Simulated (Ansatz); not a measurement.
Molecular dynamics, with input and output: CH₃ClInO (part 2 of 2)

Continued. System: CH₃ClInO, multiplicity 2, SMILES C[O][In][Cl]. Method: UKS BLYP/def2-SVP (Ansatz 0.2.0). The geometry comes from this level: PBE0-D4/def2-TZVP.

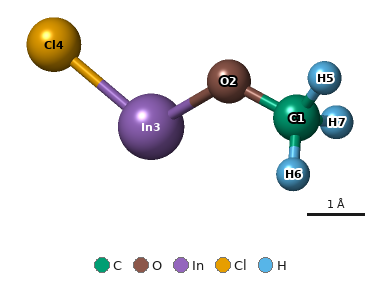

The geometry at step 34 of the log (ball-and-stick view, seen at a tilt; atoms are numbered from 1 in the order of the input).

**Trajectory as extended XYZ, continued**
```
7
Properties=species:S:1:pos:R:3:forces:R:3 step=17 time_fs=8.5 energy=-20821.46288 temperature=378.9
C     0.1355    1.1897    0.1764   -1.2388  -0.2399   3.0681
O    -0.3989   -0.0589   -0.2570    0.4532   1.0919  -0.6143
In    0.3686   -1.9183    0.1544    0.8631   0.2780   0.7365
Cl   -0.7147   -3.6593   -0.9663   -0.6053  -0.9209  -0.6146
H    -0.5397    2.0034   -0.2001    0.1958  -0.2156   0.0385
H     0.0273    1.1970    1.3965    0.3470   0.4922  -2.2270
H     1.1897    1.4858   -0.0375   -0.0150  -0.4857  -0.3873
7
Properties=species:S:1:pos:R:3:forces:R:3 step=18 time_fs=9.0 energy=-20821.49324 temperature=424.7
C     0.1374    1.1928    0.1799   -1.1905  -0.4034   3.0118
O    -0.4020   -0.0554   -0.2536    0.4692   1.0478  -0.5588
In    0.3683   -1.9198    0.1537    0.8510   0.3522   0.7343
Cl   -0.7163   -3.6588   -0.9663   -0.6160  -0.9347  -0.6241
H    -0.5354    2.0010   -0.1882    0.0508  -0.0400  -0.0662
H     0.0370    1.2085    1.3916    0.3318   0.4244  -2.0979
H     1.1859    1.4844   -0.0452    0.1036  -0.4462  -0.3990
7
Properties=species:S:1:pos:R:3:forces:R:3 step=19 time_fs=9.5 energy=-20821.53291 temperature=485.7
C     0.1392    1.1958    0.1841   -1.1103  -0.5596   2.8495
O    -0.4049   -0.0519   -0.2502    0.4766   0.9922  -0.4964
In    0.3680   -1.9213    0.1530    0.8384   0.4273   0.7325
Cl   -0.7180   -3.6581   -0.9662   -0.6269  -0.9489  -0.6338
H    -0.5311    1.9985   -0.1765   -0.0926   0.1405  -0.1731
H     0.0488    1.2213    1.3814    0.3000   0.3474  -1.8612
H     1.1824    1.4812   -0.0532    0.2148  -0.3989  -0.4174
7
Properties=species:S:1:pos:R:3:forces:R:3 step=20 time_fs=10.0 energy=-20821.57513 temperature=525.6
C     0.1406    1.1987    0.1889   -0.9714  -0.7055   2.5704
O    -0.4078   -0.0480   -0.2469    0.4748   0.9224  -0.4250
In    0.3677   -1.9228    0.1525    0.8233   0.5007   0.7292
Cl   -0.7199   -3.6576   -0.9663   -0.6363  -0.9604  -0.6418
H    -0.5272    1.9956   -0.1654   -0.2395   0.3315  -0.2838
H     0.0616    1.2357    1.3675    0.2587   0.2622  -1.5201
H     1.1795    1.4767   -0.0625    0.2904  -0.3509  -0.4289
7
Properties=species:S:1:pos:R:3:forces:R:3 step=21 time_fs=10.5 energy=-20821.61365 temperature=539.0
C     0.1419    1.2016    0.1943   -0.8028  -0.8381   2.1339
O    -0.4105   -0.0442   -0.2440    0.4699   0.8553  -0.3396
In    0.3674   -1.9242    0.1521    0.8064   0.5693   0.7248
Cl   -0.7219   -3.6571   -0.9664   -0.6436  -0.9690  -0.6479
H    -0.5232    1.9927   -0.1559   -0.3767   0.5138  -0.3906
H     0.0738    1.2515    1.3503    0.2168   0.1742  -1.0546
H     1.1773    1.4711   -0.0730    0.3301  -0.3054  -0.4260
7
Properties=species:S:1:pos:R:3:forces:R:3 step=22 time_fs=11.0 energy=-20821.64193 temperature=577.5
C     0.1433    1.2043    0.2002   -0.6149  -0.9355   1.4994
O    -0.4131   -0.0405   -0.2414    0.4631   0.7938  -0.2428
In    0.3673   -1.9257    0.1517    0.7894   0.6360   0.7206
Cl   -0.7239   -3.6566   -0.9665   -0.6508  -0.9775  -0.6536
H    -0.5192    1.9911   -0.1486   -0.4822   0.6550  -0.4766
H     0.0863    1.2677    1.3306    0.1720   0.0964  -0.4426
H     1.1762    1.4650   -0.0849    0.3234  -0.2682  -0.4042
7
Properties=species:S:1:pos:R:3:forces:R:3 step=23 time_fs=11.5 energy=-20821.65364 temperature=587.5
C     0.1447    1.2069    0.2066   -0.4616  -0.9757   0.6852
O    -0.4154   -0.0366   -0.2390    0.4535   0.7351  -0.1407
In    0.3673   -1.9273    0.1513    0.7727   0.7020   0.7168
Cl   -0.7260   -3.6563   -0.9667   -0.6581  -0.9856  -0.6594
H    -0.5161    1.9919   -0.1428   -0.5293   0.7213  -0.5277
H     0.0987    1.2837    1.3104    0.1293   0.0374   0.2962
H     1.1753    1.4588   -0.0973    0.2934  -0.2344  -0.3704
7
Properties=species:S:1:pos:R:3:forces:R:3 step=24 time_fs=12.0 energy=-20821.64699 temperature=586.0
C     0.1465    1.2094    0.2131   -0.3702  -0.9597  -0.2504
O    -0.4173   -0.0323   -0.2366    0.4449   0.6768  -0.0346
In    0.3673   -1.9290    0.1509    0.7544   0.7637   0.7115
Cl   -0.7282   -3.6562   -0.9669   -0.6634  -0.9904  -0.6632
H    -0.5149    1.9946   -0.1378   -0.5058   0.7098  -0.5429
H     0.1106    1.2999    1.2917    0.0985  -0.0005   1.1047
H     1.1751    1.4522   -0.1098    0.2416  -0.1998  -0.3251
7
Properties=species:S:1:pos:R:3:forces:R:3 step=25 time_fs=12.5 energy=-20821.62623 temperature=539.2
C     0.1485    1.2115    0.2191   -0.3147  -0.8869  -1.2249
O    -0.4190   -0.0277   -0.2344    0.4351   0.6123   0.0704
In    0.3672   -1.9307    0.1505    0.7344   0.8201   0.7044
Cl   -0.7305   -3.6566   -0.9671   -0.6668  -0.9918  -0.6648
H    -0.5150    1.9989   -0.1346   -0.4202   0.6299  -0.5219
H     0.1219    1.3160    1.2757    0.0814  -0.0144   1.8977
H     1.1762    1.4451   -0.1231    0.1508  -0.1692  -0.2608
7
Properties=species:S:1:pos:R:3:forces:R:3 step=26 time_fs=13.0 energy=-20821.60008 temperature=546.2
C     0.1506    1.2135    0.2247   -0.2812  -0.7924  -2.1079
O    -0.4207   -0.0228   -0.2320    0.4224   0.5490   0.1708
In    0.3671   -1.9324    0.1501    0.7137   0.8717   0.6961
Cl   -0.7330   -3.6571   -0.9673   -0.6687  -0.9906  -0.6649
H    -0.5160    2.0045   -0.1325   -0.3028   0.5110  -0.4755
H     0.1330    1.3312    1.2643    0.0824  -0.0097   2.5568
H     1.1779    1.4374   -0.1377    0.0341  -0.1390  -0.1753
7
Properties=species:S:1:pos:R:3:forces:R:3 step=27 time_fs=13.5 energy=-20821.58035 temperature=537.9
C     0.1529    1.2154    0.2298   -0.3056  -0.6733  -2.7690
O    -0.4225   -0.0179   -0.2296    0.4085   0.4960   0.2681
In    0.3668   -1.9343    0.1497    0.6930   0.9202   0.6874
Cl   -0.7355   -3.6578   -0.9678   -0.6698  -0.9884  -0.6644
H    -0.5170    2.0121   -0.1309   -0.1588   0.3524  -0.4040
H     0.1444    1.3453    1.2590    0.0961  -0.0062   2.9685
H     1.1791    1.4283   -0.1525   -0.0634  -0.1007  -0.0867
7
Properties=species:S:1:pos:R:3:forces:R:3 step=28 time_fs=14.0 energy=-20821.57818 temperature=515.1
C     0.1552    1.2170    0.2343   -0.3713  -0.5164  -3.0765
O    -0.4245   -0.0130   -0.2274    0.3935   0.4460   0.3607
In    0.3664   -1.9361    0.1493    0.6734   0.9671   0.6793
Cl   -0.7381   -3.6585   -0.9683   -0.6715  -0.9870  -0.6644
H    -0.5176    2.0209   -0.1305   -0.0066   0.1755  -0.3170
H     0.1553    1.3595    1.2608    0.1143  -0.0281   3.0181
H     1.1794    1.4185   -0.1669   -0.1319  -0.0571  -0.0002
7
Properties=species:S:1:pos:R:3:forces:R:3 step=29 time_fs=14.5 energy=-20821.59510 temperature=498.2
C     0.1573    1.2185    0.2379   -0.4403  -0.3174  -3.0143
O    -0.4263   -0.0080   -0.2256    0.3779   0.4019   0.4458
In    0.3659   -1.9379    0.1490    0.6536   1.0068   0.6701
Cl   -0.7407   -3.6593   -0.9691   -0.6712  -0.9827  -0.6628
H    -0.5181    2.0304   -0.1307    0.1421  -0.0047  -0.2247
H     0.1650    1.3739    1.2698    0.1321  -0.0901   2.6931
H     1.1793    1.4090   -0.1813   -0.1942  -0.0137   0.0929
7
Properties=species:S:1:pos:R:3:forces:R:3 step=30 time_fs=15.0 energy=-20821.62063 temperature=532.4
C     0.1594    1.2196    0.2409   -0.5055  -0.0731  -2.6954
O    -0.4281   -0.0035   -0.2235    0.3573   0.3693   0.5230
In    0.3655   -1.9395    0.1489    0.6335   1.0336   0.6587
Cl   -0.7435   -3.6600   -0.9701   -0.6676  -0.9734  -0.6579
H    -0.5191    2.0409   -0.1310    0.2938  -0.1995  -0.1229
H     0.1755    1.3878    1.2847    0.1430  -0.1880   2.1023
H     1.1788    1.3992   -0.1965   -0.2545   0.0311   0.1921
7
Properties=species:S:1:pos:R:3:forces:R:3 step=31 time_fs=15.5 energy=-20821.64430 temperature=571.5
C     0.1613    1.2203    0.2431   -0.5597   0.1943  -2.1687
O    -0.4297    0.0008   -0.2213    0.3342   0.3377   0.5913
In    0.3651   -1.9411    0.1487    0.6150   1.0545   0.6472
Cl   -0.7465   -3.6607   -0.9712   -0.6636  -0.9631  -0.6522
H    -0.5204    2.0511   -0.1313    0.4372  -0.3875  -0.0130
H     0.1886    1.4004    1.3054    0.1349  -0.3135   1.3112
H     1.1774    1.3894   -0.2122   -0.2980   0.0776   0.2843
7
Properties=species:S:1:pos:R:3:forces:R:3 step=32 time_fs=16.0 energy=-20821.65372 temperature=550.1
C     0.1634    1.2208    0.2448   -0.6133   0.4427  -1.5438
O    -0.4314    0.0051   -0.2190    0.3133   0.3026   0.6484
In    0.3647   -1.9427    0.1486    0.5968   1.0746   0.6352
Cl   -0.7492   -3.6614   -0.9724   -0.6594  -0.9529  -0.6466
H    -0.5213    2.0606   -0.1315    0.5580  -0.5481   0.0920
H     0.2024    1.4110    1.3304    0.1059  -0.4450   0.4593
H     1.1749    1.3801   -0.2259   -0.3014   0.1259   0.3554
7
Properties=species:S:1:pos:R:3:forces:R:3 step=33 time_fs=16.5 energy=-20821.64399 temperature=531.3
C     0.1650    1.2213    0.2462   -0.6195   0.6355  -0.9579
O    -0.4329    0.0094   -0.2169    0.2878   0.2611   0.6913
In    0.3644   -1.9444    0.1485    0.5778   1.0930   0.6223
Cl   -0.7517   -3.6622   -0.9739   -0.6542  -0.9412  -0.6401
H    -0.5203    2.0688   -0.1309    0.6358  -0.6638   0.1777
H     0.2157    1.4188    1.3571    0.0663  -0.5565  -0.3150
H     1.1723    1.3712   -0.2381   -0.2940   0.1719   0.4218
7
Properties=species:S:1:pos:R:3:forces:R:3 step=34 time_fs=17.0 energy=-20821.61790 temperature=512.3
C     0.1661    1.2219    0.2476   -0.5501   0.7623  -0.4853
O    -0.4344    0.0139   -0.2149    0.2561   0.2097   0.7250
In    0.3641   -1.9460    0.1484    0.5583   1.1114   0.6085
Cl   -0.7542   -3.6630   -0.9756   -0.6484  -0.9289  -0.6331
H    -0.5177    2.0754   -0.1299    0.6677  -0.7296   0.2463
H     0.2293    1.4236    1.3833    0.0196  -0.6367  -0.9617
H     1.1696    1.3633   -0.2506   -0.3033   0.2118   0.5003
7
Properties=species:S:1:pos:R:3:forces:R:3 step=35 time_fs=17.5 energy=-20821.58318 temperature=498.3
C     0.1669    1.2228    0.2491   -0.4395   0.8225  -0.1411
O    -0.4357    0.0188   -0.2130    0.2164   0.1413   0.7522
In    0.3638   -1.9476    0.1482    0.5382   1.1309   0.5942
Cl   -0.7565   -3.6638   -0.9775   -0.6423  -0.9160  -0.6257
H    -0.5136    2.0800   -0.1287    0.6621  -0.7471   0.2983
H     0.2433    1.4263    1.4068   -0.0314  -0.6846  -1.4532
H     1.1664    1.3555   -0.2625   -0.3035   0.2531   0.5752
7
Properties=species:S:1:pos:R:3:forces:R:3 step=36 time_fs=18.0 energy=-20821.54880 temperature=455.1
C     0.1678    1.2238    0.2507   -0.3357   0.8219   0.1297
O    -0.4369    0.0238   -0.2108    0.1693   0.0550   0.7700
In    0.3635   -1.9493    0.1481    0.5180   1.1516   0.5801
Cl   -0.7587   -3.6645   -0.9798   -0.6362  -0.9033  -0.6186
H    -0.5079    2.0826   -0.1273    0.6268  -0.7216   0.3341
H     0.2581    1.4268    1.4266   -0.0888  -0.7045  -1.8098
H     1.1621    1.3474   -0.2719   -0.2535   0.3008   0.6145
7
Properties=species:S:1:pos:R:3:forces:R:3 step=37 time_fs=18.5 energy=-20821.52143 temperature=419.8
C     0.1683    1.2249    0.2521   -0.2180   0.7644   0.3362
O    -0.4383    0.0287   -0.2087    0.1188  -0.0445   0.7815
In    0.3631   -1.9509    0.1480    0.4970   1.1726   0.5656
Cl   -0.7608   -3.6652   -0.9823   -0.6297  -0.8905  -0.6114
H    -0.5026    2.0830   -0.1248    0.5703  -0.6527   0.3493
H     0.2743    1.4252    1.4413   -0.1554  -0.7030  -2.0428
H     1.1575    1.3389   -0.2784   -0.1829   0.3537   0.6216
7
Properties=species:S:1:pos:R:3:forces:R:3 step=38 time_fs=19.0 energy=-20821.50628 temperature=375.9
C     0.1686    1.2263    0.2538   -0.0694   0.6535   0.4794
O    -0.4399    0.0334   -0.2066    0.0686  -0.1495   0.7870
In    0.3629   -1.9525    0.1479    0.4745   1.1921   0.5495
Cl   -0.7630   -3.6660   -0.9846   -0.6217  -0.8759  -0.6025
H    -0.4968    2.0816   -0.1213    0.4861  -0.5413   0.3456
H     0.2914    1.4211    1.4504   -0.2284  -0.6811  -2.1664
H     1.1530    1.3314   -0.2827   -0.1097   0.4022   0.6075
7
Properties=species:S:1:pos:R:3:forces:R:3 step=39 time_fs=19.5 energy=-20821.50228 temperature=378.8
C     0.1689    1.2275    0.2554    0.0763   0.5161   0.6014
O    -0.4412    0.0382   -0.2046    0.0187  -0.2662   0.7803
In    0.3627   -1.9540    0.1478    0.4510   1.2089   0.5319
Cl   -0.7652   -3.6671   -0.9868   -0.6122  -0.8593  -0.5921
H    -0.4903    2.0789   -0.1174    0.3777  -0.3975   0.3269
H     0.3083    1.4147    1.4549   -0.2993  -0.6434  -2.2140
H     1.1484    1.3260   -0.2847   -0.0121   0.4414   0.5657
7
Properties=species:S:1:pos:R:3:forces:R:3 step=40 time_fs=20.0 energy=-20821.50908 temperature=383.1
C     0.1693    1.2287    0.2567    0.2059   0.3732   0.6963
O    -0.4421    0.0431   -0.2025   -0.0367  -0.3978   0.7627
In    0.3623   -1.9555    0.1477    0.4277   1.2242   0.5146
Cl   -0.7673   -3.6684   -0.9893   -0.6022  -0.8419  -0.5815
H    -0.4842    2.0758   -0.1124    0.2606  -0.2368   0.2920
H     0.3244    1.4076    1.4537   -0.3633  -0.5999  -2.1791
H     1.1435    1.3216   -0.2849    0.1079   0.4789   0.4950
7
Properties=species:S:1:pos:R:3:forces:R:3 step=41 time_fs=20.5 energy=-20821.52635 temperature=377.5
C     0.1699    1.2301    0.2584    0.3126   0.2189   0.7388
O    -0.4432    0.0479   -0.2003   -0.0924  -0.5258   0.7416
In    0.3619   -1.9569    0.1474    0.4045   1.2389   0.4977
Cl   -0.7693   -3.6698   -0.9917   -0.5918  -0.8242  -0.5705
H    -0.4774    2.0735   -0.1062    0.1318  -0.0674   0.2404
H     0.3390    1.4007    1.4468   -0.4139  -0.5546  -2.0482
H     1.1385    1.3179   -0.2833    0.2492   0.5143   0.4002
7
Properties=species:S:1:pos:R:3:forces:R:3 step=42 time_fs=21.0 energy=-20821.55175 temperature=417.2
C     0.1709    1.2316    0.2605    0.3849   0.0629   0.7043
O    -0.4442    0.0525   -0.1978   -0.1431  -0.6452   0.7146
In    0.3618   -1.9583    0.1471    0.3808   1.2525   0.4805
Cl   -0.7714   -3.6711   -0.9941   -0.5809  -0.8060  -0.5589
H    -0.4696    2.0724   -0.0990    0.0033   0.0934   0.1831
H     0.3520    1.3925    1.4347   -0.4442  -0.4997  -1.8137
H     1.1340    1.3154   -0.2804    0.3993   0.5420   0.2901
7
Properties=species:S:1:pos:R:3:forces:R:3 step=43 time_fs=21.5 energy=-20821.58112 temperature=478.5
C     0.1724    1.2330    0.2629    0.4312  -0.0926   0.5571
O    -0.4453    0.0571   -0.1949   -0.1858  -0.7633   0.6786
In    0.3617   -1.9597    0.1467    0.3562   1.2633   0.4623
Cl   -0.7738   -3.6727   -0.9963   -0.5688  -0.7859  -0.5459
H    -0.4628    2.0715   -0.0920   -0.1091   0.2427   0.1337
H     0.3638    1.3819    1.4181   -0.4523  -0.4247  -1.4646
H     1.1309    1.3144   -0.2768    0.5287   0.5605   0.1787
7
Properties=species:S:1:pos:R:3:forces:R:3 step=44 time_fs=22.0 energy=-20821.60771 temperature=536.5
C     0.1739    1.2345    0.2653    0.4582  -0.2518   0.3047
O    -0.4467    0.0616   -0.1916   -0.2169  -0.8816   0.6317
In    0.3617   -1.9610    0.1463    0.3294   1.2701   0.4420
Cl   -0.7764   -3.6744   -0.9986   -0.5544  -0.7625  -0.5306
H    -0.4563    2.0702   -0.0859   -0.2197   0.3952   0.0895
H     0.3747    1.3695    1.3980   -0.4399  -0.3329  -0.9950
H     1.1290    1.3160   -0.2717    0.6432   0.5636   0.0578
7
Properties=species:S:1:pos:R:3:forces:R:3 step=45 time_fs=22.5 energy=-20821.62426 temperature=567.9
C     0.1754    1.2360    0.2673    0.4632  -0.3915  -0.0692
O    -0.4483    0.0664   -0.1881   -0.2378  -0.9940   0.5769
In    0.3616   -1.9623    0.1460    0.3020   1.2756   0.4213
Cl   -0.7791   -3.6760   -1.0012   -0.5391  -0.7381  -0.5147
H    -0.4500    2.0699   -0.0796   -0.3231   0.5332   0.0497
H     0.3853    1.3571    1.3749   -0.4022  -0.2361  -0.3936
H     1.1283    1.3203   -0.2656    0.7370   0.5511  -0.0703
7
Properties=species:S:1:pos:R:3:forces:R:3 step=46 time_fs=23.0 energy=-20821.62535 temperature=557.2
C     0.1768    1.2375    0.2693    0.4607  -0.5146  -0.5995
O    -0.4499    0.0709   -0.1845   -0.2495  -1.0931   0.5156
In    0.3614   -1.9636    0.1458    0.2761   1.2807   0.4019
Cl   -0.7818   -3.6777   -1.0036   -0.5243  -0.7148  -0.4995
H    -0.4444    2.0706   -0.0729   -0.4105   0.6490   0.0169
H     0.3944    1.3440    1.3505   -0.3279  -0.1344   0.3444
H     1.1299    1.3266   -0.2589    0.7755   0.5272  -0.1798
7
Properties=species:S:1:pos:R:3:forces:R:3 step=47 time_fs=23.5 energy=-20821.60871 temperature=512.7
C     0.1781    1.2390    0.2715    0.4437  -0.6008  -1.2747
O    -0.4513    0.0753   -0.1810   -0.2521  -1.1757   0.4487
In    0.3612   -1.9650    0.1455    0.2519   1.2835   0.3834
Cl   -0.7844   -3.6795   -1.0059   -0.5098  -0.6919  -0.4846
H    -0.4397    2.0725   -0.0665   -0.4719   0.7266   0.0024
H     0.4010    1.3301    1.3271   -0.2124  -0.0320   1.1754
H     1.1333    1.3349   -0.2529    0.7507   0.4903  -0.2507
7
Properties=species:S:1:pos:R:3:forces:R:3 step=48 time_fs=24.0 energy=-20821.57932 temperature=468.4
C     0.1791    1.2404    0.2732    0.4024  -0.6094  -2.0105
O    -0.4524    0.0793   -0.1772   -0.2504  -1.2424   0.3762
In    0.3611   -1.9662    0.1453    0.2295   1.2802   0.3654
Cl   -0.7869   -3.6814   -1.0082   -0.4945  -0.6675  -0.4688
H    -0.4370    2.0761   -0.0609   -0.4871   0.7367   0.0157
H     0.4056    1.3168    1.3066   -0.0721   0.0594   2.0054
H     1.1378    1.3452   -0.2485    0.6722   0.4429  -0.2834
7
Properties=species:S:1:pos:R:3:forces:R:3 step=49 time_fs=24.5 energy=-20821.54755 temperature=430.2
C     0.1802    1.2417    0.2743    0.3892  -0.5706  -2.6451
O    -0.4535    0.0830   -0.1730   -0.2499  -1.2961   0.2969
In    0.3608   -1.9673    0.1451    0.2070   1.2695   0.3466
Cl   -0.7895   -3.6836   -1.0105   -0.4771  -0.6401  -0.4511
H    -0.4354    2.0808   -0.0552   -0.4753   0.7120   0.0401
H     0.4100    1.3037    1.2910    0.0602   0.1324   2.6976
H     1.1439    1.3552   -0.2454    0.5457   0.3929  -0.2851
7
Properties=species:S:1:pos:R:3:forces:R:3 step=50 time_fs=25.0 energy=-20821.53090 temperature=406.1
C     0.1814    1.2431    0.2749    0.4418  -0.5034  -2.9985
O    -0.4551    0.0863   -0.1687   -0.2420  -1.3212   0.2202
In    0.3605   -1.9683    0.1450    0.1834   1.2547   0.3269
Cl   -0.7922   -3.6858   -1.0129   -0.4584  -0.6112  -0.4323
H    -0.4341    2.0868   -0.0493   -0.4406   0.6567   0.0744
H     0.4150    1.2905    1.2831    0.1395   0.1824   3.0638
H     1.1517    1.3637   -0.2434    0.3764   0.3420  -0.2544
```

The run was set up as follows.

**The input**
```yaml
crystal:
  periodic: [false, false, false]
  atoms:
    - {symbol: C, position_ang: [0.091302, 1.144393, 0.187160]}
    - {symbol: O, position_ang: [-0.344456, -0.082417, -0.327069]}
    - {symbol: In, position_ang: [0.367579, -1.900771, 0.162841]}
    - {symbol: Cl, position_ang: [-0.700300, -3.673166, -0.970944]}
    - {symbol: H, position_ang: [-0.501133, 1.932361, -0.292196]}
    - {symbol: H, position_ang: [-0.060247, 1.231294, 1.270344]}
    - {symbol: H, position_ang: [1.147257, 1.348317, -0.030134]}
basis:
  gaussian: {orbitals: def2-SVP}
magnetization: {spin_polarized: true, initial_magnetization: 1}
hamiltonian: {xc: {name: BLYP}}
md: {timestep: 0.5 fs, n_steps: 50, ensemble: nvt_langevin, temperature: 500, initial_velocities: maxwell_boltzmann, friction: 0.01, seed: 23}
```

Launched with:
```bash
ansatz run in.yaml --threads 4 --pin off --events-out ev --progress --plain --max-ram 10444MiB
```

**Results in brief**

```csv
quantity,value
outcome,finished
mean temperature over the second half,485 K
trajectory,"50 steps, 25 fs"
ensemble,nvt_langevin
temperature in the input,500 K
time step,0.5 fs
potential energy (last step),−20821.5312 eV
⟨S²⟩ (last step),0.753
SCF solution under orbital rotations (last step),stable
largest force (length of the vector) (last step),3.072 eV/Å
dipole moment (last step),3.11 D
hardware,"4 threads of Intel Xeon @ 2.60GHz, 23 GiB of memory available, shared host"
wall time,67 s (CPU time 3.9 min)
peak memory,0.18 GiB
```

**Notes**

So short a trajectory is not equilibrated. The logged temperature at the start can lie below the typed one, since it is counted over all degrees of freedom.
